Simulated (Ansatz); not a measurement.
# Molecular dynamics of CH$_{10}$Si$_{2}$ (part 3 of 3)

CH$_{10}$Si$_{2}$; RKS PBE/def2-SVP (Ansatz 0.2.0). It belongs to a series of runs on one base structure; here: dynamics from the highest image of the converged band.

Geometry of the input (Å):
```
Si -0.7255  0.5585  0.6963
C  0.6398  -1.0193  1.1333
H  -1.6875  -0.5338  0.2360
H  -1.6980  1.2890  1.6405
H  0.4602  1.5023  0.8704
H  0.4542  -0.4228  -0.1479
Si -0.0058  0.5333  -1.7351
H  0.4200  -2.0408  0.7646
H  1.7260  -0.8015  1.1519
H  0.3060  -1.0004  2.1974
H  -0.3757  -0.6859  -2.5448
H  1.4016  0.9748  -2.0585
H  -0.9154  1.6467  -2.2042
```

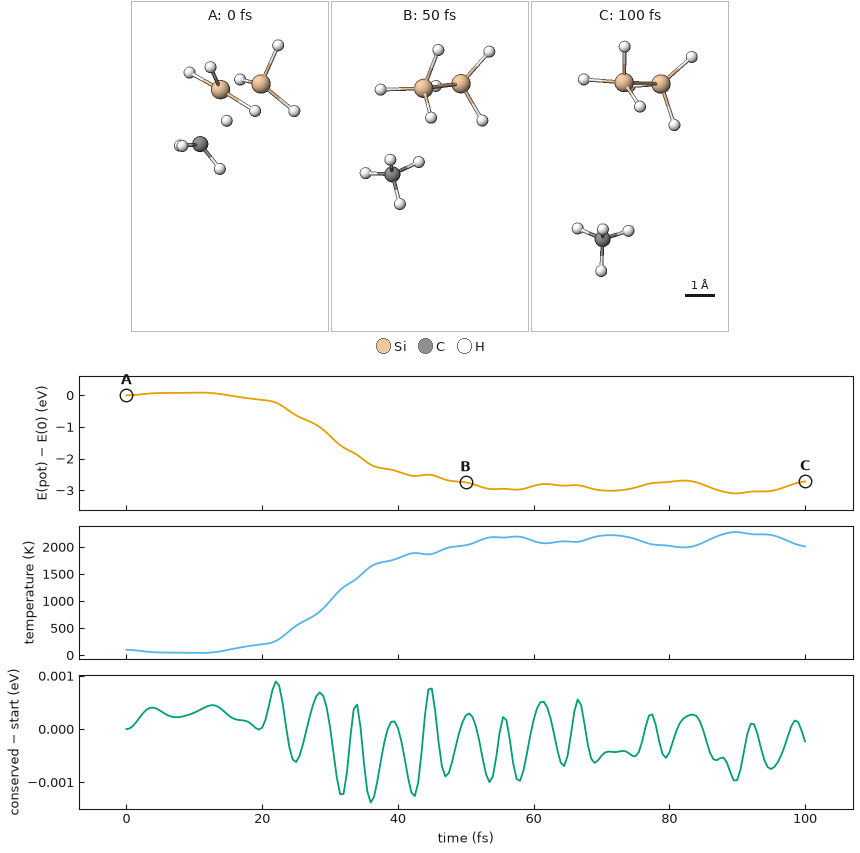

Fig. 1: Frames of the molecular dynamics (ball-and-stick, seen at a tilt) above the curves, on which the letters mark them. The trajectory kept here has 201 frames over 100 fs. The temperature starts at 100 K, ranges from 40 to 2276 K and averages 2135 K over the second half. The potential energy ends 2.716 eV below its first value. The conserved quantity stays within 0.0023 eV. After an unweighted best fit of the last frame on the first, the root-mean-square displacement is 2.21 Å.

```
Total energy: -16937.96662087 eV, -622.4587923507 hartree
Atom 0 at    -1.607217     1.627250     0.181407 Å, force     0.092854     0.636539    -1.842010 eV/Å
Atom 1 at     2.746937    -3.377509     1.803939 Å, force     0.474871    -0.472197     1.319203 eV/Å
Atom 2 at    -2.529683     0.583981     0.597121 Å, force    -0.062086    -0.986128     0.882071 eV/Å
Atom 3 at    -2.673788     2.579822    -0.193892 Å, force    -0.352738     0.487879    -0.688522 eV/Å
Atom 4 at    -0.898050     2.553293     1.078130 Å, force     0.580683    -0.236854     0.779158 eV/Å
Atom 5 at     3.262873    -3.181305     0.883515 Å, force     0.443430     0.273124    -1.057630 eV/Å
Atom 6 at    -0.214942     0.712077    -1.625601 Å, force    -0.195881    -0.323344     1.265013 eV/Å
Atom 7 at     2.040109    -4.202115     1.672847 Å, force    -0.395720    -0.156231    -0.088557 eV/Å
Atom 8 at     3.513222    -3.713764     2.550064 Å, force    -0.295403     0.181508    -0.211262 eV/Å
Atom 9 at     2.262423    -2.468559     2.180686 Å, force    -0.228204     0.175459     0.037006 eV/Å
Atom 10 at    -0.636795    -0.738294    -1.634420 Å, force    -0.088524     0.060377    -0.247542 eV/Å
Atom 11 at     1.102751     0.641537    -0.887528 Å, force     0.156551     0.143272    -0.318081 eV/Å
Atom 12 at    -0.064057     1.213640    -3.036279 Å, force    -0.129833     0.216597     0.171153 eV/Å
Dipole moment:     0.050130    -0.001153    -0.024152 e Å
```

### Trajectory as extended XYZ (Å, eV, eV/Å), 8 of the 201 frames kept, from step=0 to step=200
```
13
Properties=species:S:1:pos:R:3:forces:R:3 step=0 time_fs=0.0 energy=-16935.25105 temperature=100.0
Si   -0.7255    0.5585    0.6963   -0.0263   0.0106  -0.0101
C     0.6398   -1.0193    1.1333    0.0217  -0.0276   0.0256
H    -1.6875   -0.5338    0.2360    0.0048   0.0039   0.0042
H    -1.6980    1.2890    1.6405    0.0003   0.0027  -0.0028
H     0.4602    1.5023    0.8704    0.0046   0.0013  -0.0015
H     0.4542   -0.4228   -0.1479   -0.0094   0.0012  -0.0040
Si   -0.0058    0.5333   -1.7351    0.0041   0.0063  -0.0007
H     0.4200   -2.0408    0.7646    0.0007   0.0015  -0.0038
H     1.7260   -0.8015    1.1519    0.0002  -0.0014  -0.0031
H     0.3060   -1.0004    2.1974    0.0013   0.0041  -0.0103
H    -0.3757   -0.6859   -2.5448    0.0005   0.0005   0.0016
H     1.4016    0.9748   -2.0585   -0.0032   0.0009   0.0043
H    -0.9154    1.6467   -2.2042    0.0006  -0.0040   0.0005
13
Properties=species:S:1:pos:R:3:forces:R:3 step=29 time_fs=14.5 energy=-16935.23241 temperature=87.1
Si   -0.7210    0.5481    0.6719   -0.4752   0.6553   0.0118
C     0.6401   -1.0060    1.1259    0.5726  -0.2393  -0.3878
H    -1.6807   -0.6042    0.2443    0.2461   0.2596   0.2077
H    -1.7104    1.2924    1.6278    0.1548  -0.1157  -0.3186
H     0.5056    1.4465    0.9312   -0.1903  -0.0405   0.1300
H     0.4808   -0.4332   -0.0969    0.0849  -0.2412   0.5217
Si   -0.0140    0.5486   -1.7111   -0.0945  -0.1583  -0.2832
H     0.3695   -2.0132    0.7842   -0.0862  -0.4068   0.0247
H     1.7427   -0.8605    1.0997   -0.0989   0.0565   0.1765
H     0.3202   -0.9219    2.1929    0.0230   0.0545  -0.1762
H    -0.3979   -0.7654   -2.3680   -0.0284   0.1492  -0.0450
H     1.4236    0.8498   -2.0946   -0.0984   0.0551   0.1599
H    -0.8610    1.6425   -2.3171   -0.0096  -0.0284  -0.0214
13
Properties=species:S:1:pos:R:3:forces:R:3 step=57 time_fs=28.5 energy=-16936.25598 temperature=807.3
Si   -0.7419    0.5928    0.6346   -1.6659   1.3413  -0.2952
C     0.7380   -1.1215    1.1209    0.8442  -0.5786  -0.4624
H    -1.5641   -0.7582    0.5411    0.4202   0.7499   0.2745
H    -1.8581    1.4685    1.3200    0.3299  -0.1020  -0.7152
H     0.4834    1.3174    1.2704   -0.4686  -0.3108  -0.1277
H     0.6234   -0.5385    0.0906    0.4315  -1.2883   1.4403
Si   -0.0408    0.5664   -1.7004   -0.6673   0.5409  -0.2300
H     0.4147   -2.1794    0.9572    0.1997   0.3657   0.0477
H     1.8155   -0.9913    1.3221    0.3037  -0.2514   0.0335
H     0.2362   -0.7021    2.0215    0.1836  -0.4860  -0.2471
H    -0.4560   -0.7656   -2.3135    0.2425   0.1333   0.1833
H     1.4538    0.8137   -1.8934   -0.2916  -0.1300   0.1138
H    -0.7908    1.6025   -2.5086    0.1381   0.0160  -0.0155
13
Properties=species:S:1:pos:R:3:forces:R:3 step=86 time_fs=43.0 energy=-16937.79042 temperature=1885.2
Si   -0.8543    0.7411    0.5538   -1.1660   0.5374   0.0991
C     1.0598   -1.4625    1.2183    0.4453  -1.6263   1.4893
H    -1.3984   -0.5305    1.2246   -0.4455   0.4794  -0.7652
H    -1.9411    1.8237    0.2634    0.3327  -0.4313   0.7408
H     0.1187    1.0559    1.6761   -0.0547   0.7035  -0.5392
H     1.1174   -1.1138    0.2020    0.0909   0.5103  -0.8647
Si   -0.1094    0.6163   -1.6914    1.2284  -1.0134   0.2788
H     0.6645   -2.5064    1.1990    0.0660   0.1962  -0.0749
H     2.0752   -1.5222    1.6800   -0.2329   0.2053  -0.2140
H     0.3791   -0.8816    1.8634    0.4048  -0.1013  -0.0899
H    -0.2998   -0.8226   -2.1667   -0.1755   0.3553  -0.0732
H     1.4163    0.6984   -1.5695   -0.3012   0.1655  -0.2236
H    -0.5698    1.6060   -2.7274   -0.1923   0.0194   0.2366
13
Properties=species:S:1:pos:R:3:forces:R:3 step=114 time_fs=57.0 energy=-16938.22372 temperature=2190.2
Si   -1.0281    0.9364    0.4646   -1.1371   1.2376  -0.1924
C     1.4707   -1.9455    1.3650    0.5492   0.2030   1.0018
H    -2.0103   -0.0448    1.0576    0.4593  -0.2033   0.0829
H    -1.9968    2.0511    0.0533   -0.0034  -0.1668   0.0877
H    -0.2128    1.7641    1.4264    0.2442  -0.5130   0.1232
H     1.6519   -1.5612    0.3878    0.2697   0.3868  -1.4759
Si   -0.1265    0.6262   -1.6635    0.6649  -0.4668  -0.1974
H     0.9697   -2.9039    1.3126   -0.2448  -0.7013   0.0332
H     2.4407   -1.9936    1.8988   -0.1050  -0.2187   0.0012
H     0.8456   -1.2182    1.8782   -0.4687   0.3311   0.4372
H    -0.4296   -0.7548   -2.2409    0.1074   0.3216   0.1240
H     1.3850    0.8261   -1.5620   -0.3004  -0.1340  -0.1395
H    -0.6575    1.6786   -2.6059   -0.0354  -0.0761   0.1139
13
Properties=species:S:1:pos:R:3:forces:R:3 step=143 time_fs=71.5 energy=-16938.26253 temperature=2217.7
Si   -1.2659    1.2059    0.3634    0.5546  -0.4858   0.0389
C     1.9028   -2.4226    1.5199   -0.0728   0.2473  -1.7786
H    -2.0279    0.0501    0.9627    0.1786   0.0429   0.1644
H    -2.2724    2.2620    0.0614   -0.1009   0.1947  -0.1506
H    -0.2056    1.7954    1.2638   -0.2188  -0.0939   0.2057
H     2.2319   -2.1094    0.4436   -0.5314  -0.3213   1.5928
Si   -0.1160    0.6177   -1.6364   -0.6217   0.3802  -0.3708
H     1.3415   -3.3747    1.4496   -0.1626   0.1178  -0.0541
H     2.7849   -2.6293    2.1149    0.7132   0.0206   0.4106
H     1.2905   -1.6400    2.0121    0.0414  -0.0496  -0.1809
H    -0.5322   -0.6663   -2.3345    0.1548   0.1131   0.2820
H     1.3789    0.8500   -1.7524   -0.2376  -0.1132   0.2259
H    -0.8191    1.7221   -2.3984    0.3033  -0.0527  -0.3852
13
Properties=species:S:1:pos:R:3:forces:R:3 step=171 time_fs=85.5 energy=-16938.11126 temperature=2111.4
Si   -1.4688    1.4448    0.2700    1.7259  -1.0976  -0.3380
C     2.3257   -2.9000    1.6601   -0.4383   0.1706   0.3896
H    -1.8739    0.2385    0.9976   -1.0211  -0.6890   0.0007
H    -2.4669    2.4620   -0.0708   -0.4562   0.3685  -0.0342
H    -0.5065    1.7565    1.3586    0.3511   0.9020   0.0814
H     2.7188   -2.5941    0.6598   -0.0656  -0.2220   0.2985
Si   -0.1501    0.6456   -1.6276   -0.4017   0.5896  -0.3004
H     1.6072   -3.7748    1.5474    0.7554   0.6154   0.1114
H     3.1865   -3.1401    2.3638   -0.7881   0.1179  -0.5998
H     1.7276   -2.0230    2.0683    0.5325  -0.6766  -0.2035
H    -0.5034   -0.7458   -2.1172   -0.0628   0.1549   0.2051
H     1.3626    0.7157   -1.5494   -0.2032   0.0048   0.3109
H    -0.5152    1.6189   -2.7450    0.0720  -0.2385   0.0784
13
Properties=species:S:1:pos:R:3:forces:R:3 step=200 time_fs=100.0 energy=-16937.96657 temperature=2009.7
Si   -1.6072    1.6272    0.1814    0.0929   0.6365  -1.8420
C     2.7469   -3.3775    1.8039    0.4749  -0.4722   1.3192
H    -2.5297    0.5840    0.5971   -0.0621  -0.9861   0.8821
H    -2.6738    2.5798   -0.1939   -0.3527   0.4879  -0.6885
H    -0.8980    2.5533    1.0781    0.5807  -0.2369   0.7792
H     3.2629   -3.1813    0.8835    0.4434   0.2731  -1.0576
Si   -0.2149    0.7121   -1.6256   -0.1959  -0.3233   1.2650
H     2.0401   -4.2021    1.6728   -0.3957  -0.1562  -0.0886
H     3.5132   -3.7138    2.5501   -0.2954   0.1815  -0.2113
H     2.2624   -2.4686    2.1807   -0.2282   0.1755   0.0370
H    -0.6368   -0.7383   -1.6344   -0.0885   0.0604  -0.2475
H     1.1028    0.6415   -0.8875    0.1566   0.1433  -0.3181
H    -0.0641    1.2136   -3.0363   -0.1298   0.2166   0.1712
```

### Summary

```tsv
quantity	value
outcome	finished
mean temperature over the second half	2135 K
trajectory	200 steps, 100 fs
ensemble	nve
temperature in the input	100.0 K
time step	0.5 fs
potential energy (last step)	−16937.9666 eV
mean-field energy (last step)	−16937.9666 eV
largest force (length of the vector) (last step)	1.951 eV/Å
wall time	4.4 min (CPU time 8.6 min)
peak memory	0.12 GiB
```

### Remarks

So short a trajectory is not equilibrated.
